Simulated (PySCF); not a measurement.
Run report: LuN2 (charge +3), single-point calculation

- system: LuN2, charge +3
- method: RKS r2SCAN, Lu def2-SVP with ECP28, N def2-SVP; non-relativistic Hamiltonian with a scalar-relativistic core potential; density fitting (PySCF 2.14.0)

It belongs to a series of runs on one base structure; here: finer grid at the relaxed geometry.

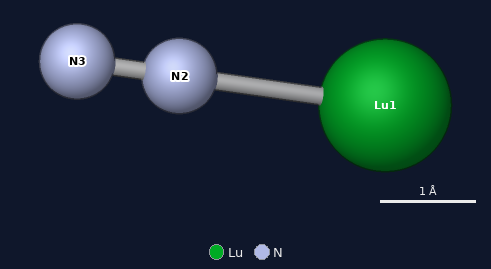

**Figure 1.** The input geometry (ball-and-stick view, seen at a tilt; atoms are numbered from 1 in the order of the input). Sticks mark near contacts. Bond lengths as drawn: Lu–N 2.25 Å and N–N 1.12 Å.

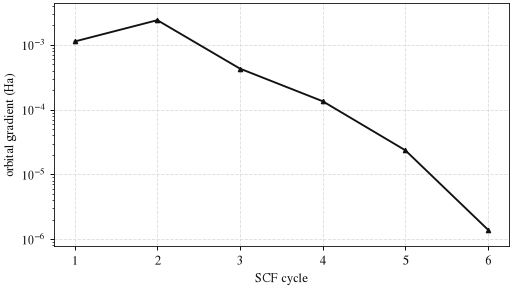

**Figure 2.** Convergence of the self-consistent field: orbital gradient against the SCF cycle. The residual comes down, with one marked jump up, by a factor of about 2, at step 2.

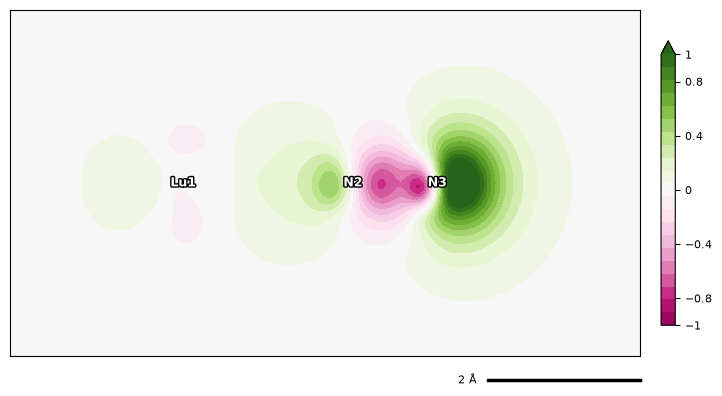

**Figure 3.** One frontier orbital on a plane that holds the molecular axis (values in Å⁻³ᐟ²; the overall sign is arbitrary). The HOMO, at −27.54 eV.

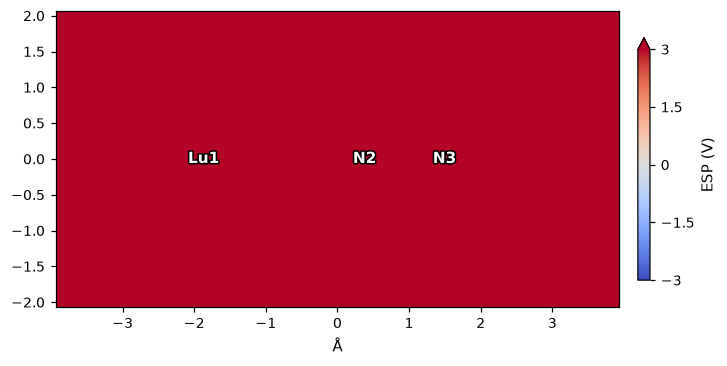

**Figure 4.** Electrostatic potential on a plane that holds the molecular axis. The section cuts through Lu and N sites. The potential has no marked negative region in this plane.

These pictures come from the run below.

## Input file
```python
mol = gto.M(atom='''
Lu     0.00000    -0.00000    -0.32234
N     -0.00000     0.00000     1.92437
N     -0.00000     0.00000     3.03957''',
    basis={'Lu': 'def2-SVP', 'N': 'def2-SVP'},
    ecp={'Lu': 'def2-SVP'},
    charge=3, spin=0)
mf = dft.RKS(mol, xc='R2SCAN')
mf.grids.atom_grid = (75, 302)  # f atoms: at least (60, 302), unpruned
mf = mf.density_fit()  # Lu def2-universal-JKFIT, N def2-universal-JKFIT
mf.conv_tol = 1e-09; mf.max_cycle = 55
mf.kernel(dm0)
```

The script is an equivalent of the set-up of the self-consistent field. The run itself was carried out by a driver, which started from the orbitals of the step before it where there was one and computed the further properties.

Run as:
```bash
OMP_NUM_THREADS=2 python <driver script>
```

## Log
```
init E= -1343.48913563217
  HOMO = -1.01210311712451  LUMO = -0.826076281726105  gap/eV = 5.06205
cycle= 1 E= -1343.48913576598  delta_E= -1.34e-07  |g|= 0.00113  |ddm|= 0.00142
  HOMO = -1.01232086253954  LUMO = -0.82609402661348  gap/eV = 5.06749
cycle= 2 E= -1343.48913542322  delta_E= 3.43e-07  |g|= 0.00241  |ddm|= 0.0013
  HOMO = -1.01219639614396  LUMO = -0.826089225023288  gap/eV = 5.06423
cycle= 3 E= -1343.48913580656  delta_E= -3.83e-07  |g|= 0.00043  |ddm|= 0.00105
  HOMO = -1.0122037008471  LUMO = -0.826087652732514  gap/eV = 5.06448
cycle= 4 E= -1343.48913584095  delta_E= -3.44e-08  |g|= 0.000135  |ddm|= 0.000281
  HOMO = -1.01218824537586  LUMO = -0.826092001981368  gap/eV = 5.06394
cycle= 5 E= -1343.48913584288  delta_E= -1.92e-09  |g|= 2.36e-05  |ddm|= 9.69e-05
  HOMO = -1.01219315258144  LUMO = -0.826090700602939  gap/eV = 5.06411
cycle= 6 E= -1343.48913584304  delta_E= -1.64e-10  |g|= 1.4e-06  |ddm|= 2.72e-05
  HOMO = -1.012193158094  LUMO = -0.826090598547177  gap/eV = 5.06411
Extra cycle  E= -1343.48913584304  delta_E= 1.36e-12  |g|= 2.34e-06  |ddm|= 1.62e-06
converged SCF energy = -1343.48913584304
```

## Key numbers

| quantity | value |
| --- | --- |
| outcome | converged |
| total energy | −1343.489136 hartree |
| HOMO | −27.54 eV |
| LUMO | −22.48 eV |
| largest force (length of the vector) | 0.003 eV/Å |
| hardware | 2 threads of Arm Neoverse V2, 24 GiB of memory available, shared host |
| wall time | 17 s (CPU time 34 s) |
| peak memory | 0.82 GiB |
